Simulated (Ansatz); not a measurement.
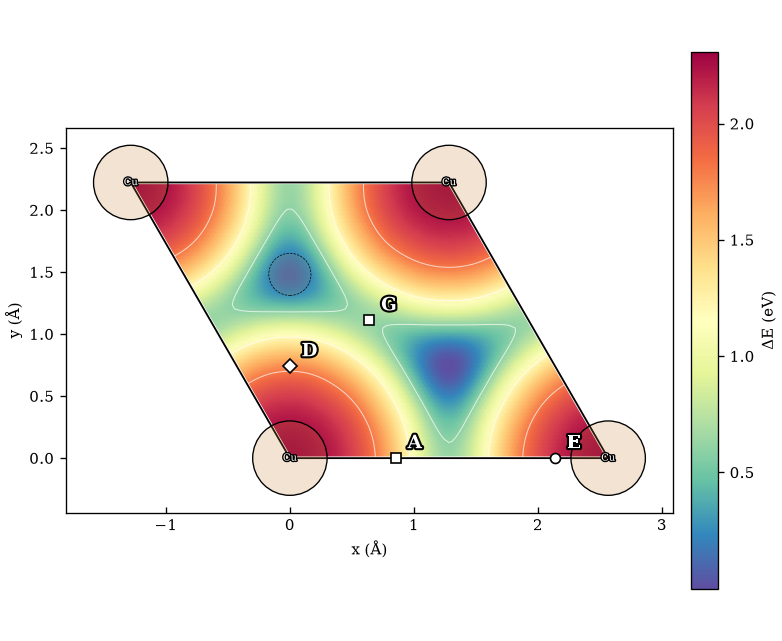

N on a Cu(111) slab cut from the Fm-3m phase, its upper half relaxed before the scan (12 atoms of substrate and one adsorbate in a 2 × 2 cell). N is moved over the surface cell; relaxed at each place: the height of the adsorbate's atoms; substrate rigid; the origin of the map has the adsorbate above Cu9. Places are given modulo a cell vector. The map is drawn in real space over the plane of the surface. The grid has 6 × 6 points; 10 points were computed and 26 follow by symmetry. Places are given in fractions of the 1 × 1 surface cell. All energies are given in eV relative to the lowest grid point. These are results of DFT PBE, scalar-relativistic, plane waves, PAW in Ansatz, not measurements. Settings: cutoff 420 eV, k-mesh 6×6×1, gaussian smearing 0.1 eV, no spin polarisation.

The picture shows a smooth colour map with a few white contour lines, labelled circles for the atoms of the top layer and small ones for the second layer, the outline of one cell of the plane, lettered points. Between grid points the surface is interpolated.

Q: Rank the lettered points by energy, lowest first.

A: G (0.63 eV), A (1.48 eV), D (1.73 eV), E (2.13 eV).
